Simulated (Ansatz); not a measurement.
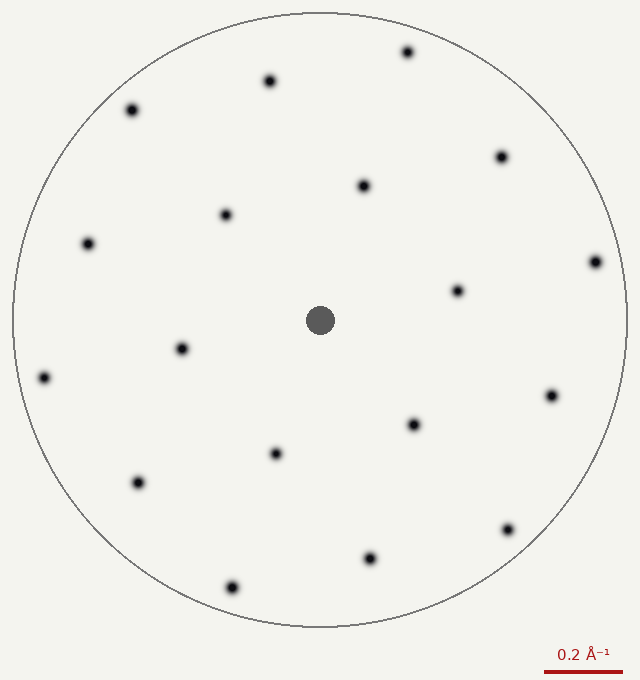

Simulated LEED pattern at 140 eV and normal incidence, from the upper face of a slab model. Spot positions follow from the surface net; brightness is a rough single-scattering estimate from the outer layers, good only for telling present from absent.

**Find the real-space surface cell from the pattern.**

The spots form a hexagonal reciprocal net with shortest vectors 0.361 and 0.361 Å⁻¹ at 60.0°. The primitive real-space mesh has edges 3.20 and 3.20 Å at 60.0° (or its supplement) and area 8.8 Å².

The slab has composition ScH (4 atoms a cell, 4.6 Å thick). Structure: the end point of a relaxation with DFT PBE+D3(BJ), scalar-relativistic, plane waves, PAW in Ansatz 0.2.0; the starting structure was generated, so it need not be a known form of this composition.
